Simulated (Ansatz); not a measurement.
**Cl3H2NZr (Zr(NH2)Cl3): density, localisation and related maps**

The calculation's input:

```
crystal:
  periodic: [false, false, false]
  atoms:
    - {symbol: Zr, position_ang: [0.015879, 0.013111, -0.730954]}
    - {symbol: N, position_ang: [0.018275, 0.032038, 1.272124]}
    - {symbol: H, position_ang: [0.774582, -0.314003, 1.875998]}
    - {symbol: H, position_ang: [-0.758704, 0.350192, 1.865276]}
    - {symbol: Cl, position_ang: [2.265563, -0.060737, -1.412099]}
    - {symbol: Cl, position_ang: [-1.192094, 1.908165, -1.430595]}
    - {symbol: Cl, position_ang: [-1.123501, -1.928767, -1.439750]}
basis:
  gaussian: {orbitals: def2-TZVP, initial_orbitals: start.molden}
hamiltonian: {xc: pbe0, dispersion: d4}
scf: {omitted_lower_state_checks: [starts]}
output: {orbitals: {seedname: orbitals}}
```

Run with:

```sh
ansatz run in.yaml --threads 2 --pin off --events-out ev --progress --plain --max-ram 4352MiB
```

Geometry: PBE-D4/def2-SVP; core potentials replace the inner electrons of Zr.

The calculation used RKS PBE0-D4/def2-TZVP (Ansatz).

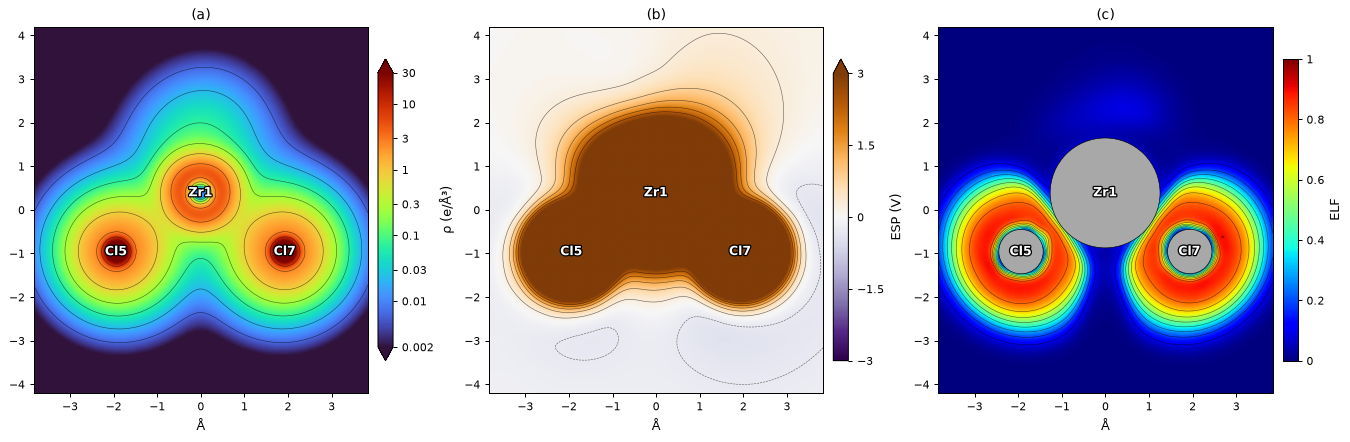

Figure 1. (a) electron density; (b) molecular electrostatic potential; (c) electron localisation function on the plane of atoms Cl5, Zr1 and Cl7. Grey discs cover the atomic cores in the ELF map.

**Interpret the plot.**

The plane passes through Zr and Cl nuclei.
Zr–Cl (2.35 Å): ρ is about 0.6 e/Å³ halfway; the ELF peaks at about 0.85 in the valence shell of Cl, 0.8 Å from its nucleus, and is about 0.35 at the midpoint.
Outside the dense part of the molecule the potential is most negative (−0.4 V) near Cl7.

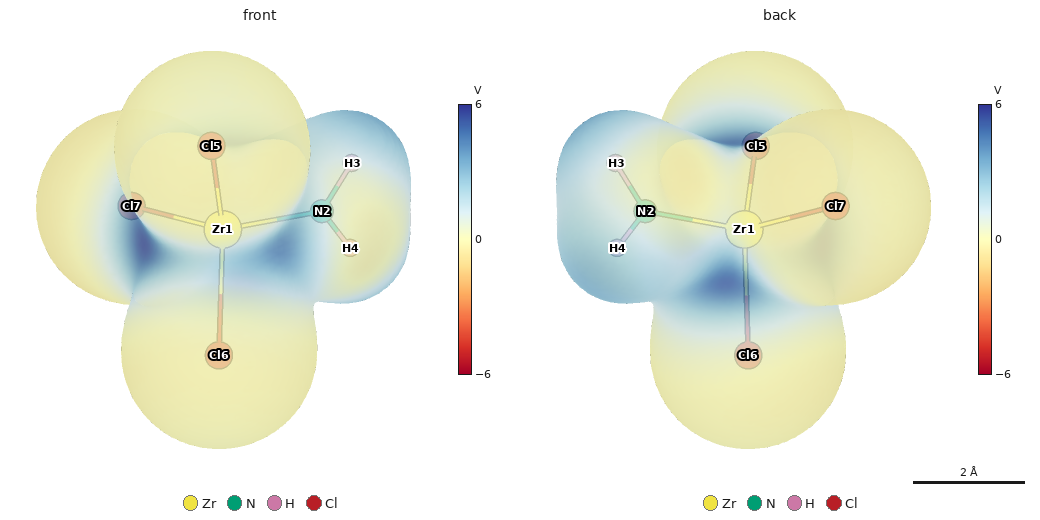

Figure 2. The electrostatic potential painted on the density surface at 0.004 e/bohr³, seen from the front and from behind; the colour scale runs from red (negative) to blue (positive).

**Which sites attract a positive test charge, and which a negative one?**

A positive charge is drawn to the negative regions and a negative charge to the positive ones. The most negative region (about −0.4 V) lies over N2 and Cl7, the most positive (about +5.0 V) over Zr1.

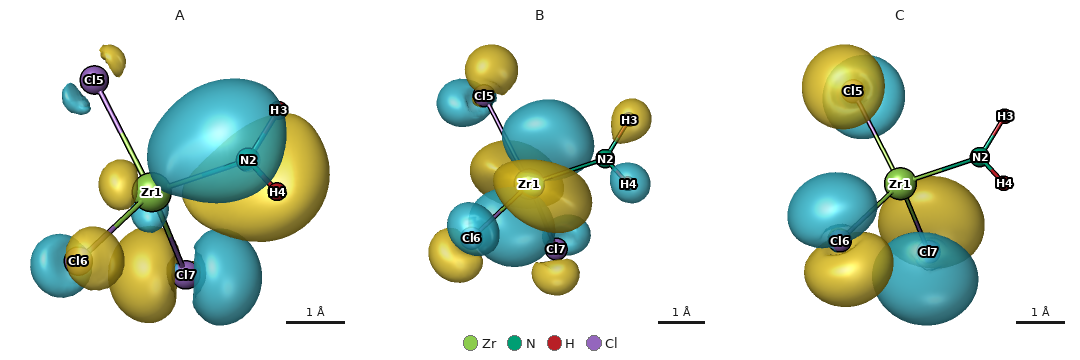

Figure 3. Three frontier orbitals at ±0.1 Å⁻³ᐟ² (yellow and cyan are the two phases), in no order.

**Which picture is the HOMO−1, the HOMO and the LUMO?**

C is the HOMO−1 (−9.25 eV). By Hirshfeld shares it lies mainly on Cl7 (about 50 %), Cl6 (about 25 %) and Cl5 (about 20 %); largely a combination of lone pairs on Cl7, Cl6 and Cl5. A is the HOMO (−8.40 eV). It lies mainly on N2 (about 60 %), Cl7 (about 15 %) and Zr1 (about 10 %). B is the LUMO (−2.29 eV). Its weight (Hirshfeld) is mainly on Zr1 (about 70 %), Cl5 (about 10 %) and Cl6 (about 10 %).

**What is the HOMO–LUMO gap?**

6.11 eV between the orbital energies.
